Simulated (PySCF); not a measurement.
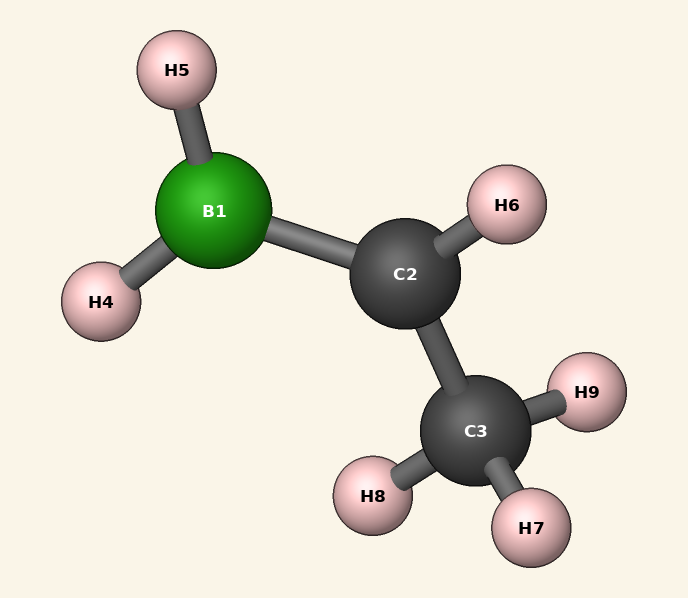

The questions are on Mulliken spin populations. State: neutral, doublet. Computed geometry: GFN2-xTB optimisation. No frequency run is at hand to confirm it as a minimum. Method: UKS B3LYP, pcH-1 on B C H, non-relativistic (PySCF 2.14.0).

Which atom carries the largest spin population?

Answer. C2 (0.80 e).

Which atom has the lowest spin population?

Answer. C3 (−0.07 e); a negative value comes from spin polarisation.

List the Mulliken spin populations.

| atom | value (e) |
| --- | --- |
| B1 | 0.24 |
| C2 | 0.80 |
| C3 | −0.07 |
| H4 | −0.01 |
| H5 | −0.01 |
| H6 | −0.03 |
| H7 | 0.05 |
| H8 | 0.00 |
| H9 | 0.03 |

Mulliken values depend strongly on the basis set. The geometry is semi-empirical. Around B such bond lengths and angles can be off by a tenth of an ångström or more and by several degrees, and values that hang on the shape move with them.
